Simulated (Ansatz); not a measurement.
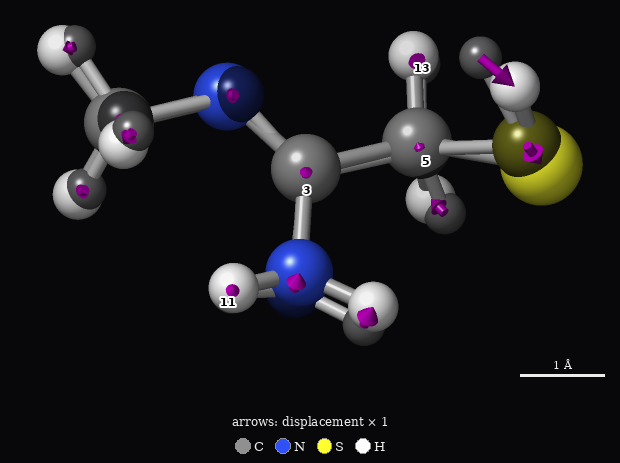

A relaxation of C$_{3}$H$_{8}$N$_{2}$S. The starting structure is drawn faded, the final one solid; purple arrows show the displacements, at their true length. The two geometries are superimposed by the best rigid fit.

The picture is a ball-and-stick view, seen at a tilt.

The run prepares an end point of a later path (inversion) calculation, from a guessed geometry.

The calculation used Ansatz, RKS B3LYP/def2-SVP. Set-up: no spin polarisation; force threshold 0.015 eV/Å; at most 40 steps.

Q: What happened in the run?

A: The largest move after the best rigid fit is that of an H atom, 0.54 Å. Largest moves by element: H 0.54 Å, S 0.36 Å, N 0.28 Å, C 0.17 Å. Near-neighbour distances that change, for instance: C–N 1.466 → 1.379 Å, C–N 1.500 → 1.445 Å, C–H 1.151 → 1.096 Å, H–N 0.961 → 1.016 Å. Bond angles that change, for instance: H–C–H 115.9° → 106.7°, C–N–H 109.7° → 118.1°, N–C–H 104.2° → 110.1°. Groups turn about C–C by about 20°. Over 11 geometry steps the energy falls by 0.463 eV. Largest force component: 4.9 eV/Å at the start, 0.0089 eV/Å at the end. Cost: 91 s on 2 threads of Arm Neoverse N1, with other jobs on the host, peak memory 0.33 GiB.
